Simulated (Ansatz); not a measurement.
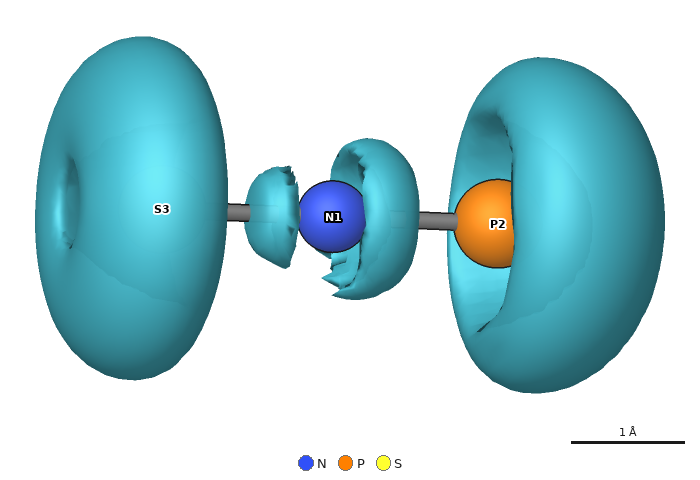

The picture shows: NPS (SMILES P#[N+][S-]). Isosurface of the electron localisation function at 0.8 (cyan), seen from one side. Core shells and regions of very low density are left out.

Geometry: B3LYP-D3(BJ)/6-311G**.

All numbers below come from isolated molecule in a Gaussian basis; Kohn-Sham density functional theory, functional PBE0 (Ansatz).

Question: Describe the localisation domains.

Answer: The surface consists of one region between bonded N–P atoms (shared pairs), one region between bonded N–S atoms (shared pairs), one ring or bowl of non-bonding electrons around P and one ring or bowl of non-bonding electrons around S.

Values along the shortest contacts:
P–N (1.52 Å): the ELF peaks at about 0.85 between the atoms; a short, strongly polar bond. S–N (1.57 Å): the ELF peaks at about 0.85 between the atoms, as expected for localised, covalent bonding.
